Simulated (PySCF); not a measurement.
Molecule: SMILES CO[Si]([GeH3])(OC)OC (C₃H₁₂GeO₃Si). Atoms near the plane z = 0.0 Å, at the GFN2-xTB optimised geometry (x, y, z in Å): C1 (0.9, -2.1, 0.7), Ge4 (1.2, 1.5, 0.0), H10 (1.5, -1.6, -0.1), H11 (0.4, -3.0, 0.2), H13 (0.9, 3.0, 0.0), H14 (2.7, 1.5, 0.0), H16 (-2.7, 0.3, 0.9), H17 (-1.9, 1.7, 0.4).

Calculation: CAM-B3LYP/def2-SVP (PySCF). Cells within 0.4 Å of a nucleus heavier than hydrogen are left out (blank, or x). The values are rescaled to run from 0 to 1.

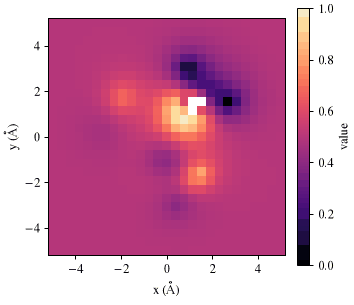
Figure: a field on the plane z = 0.0 Å.

Task: Which quantity is mapped?
A) Laplacian of the electron density
B) electrostatic potential
C) an orbital amplitude
D) log10 of the electron density

Result: C, an orbital amplitude. In full: HOMO amplitude (bohr^(-3/2)).
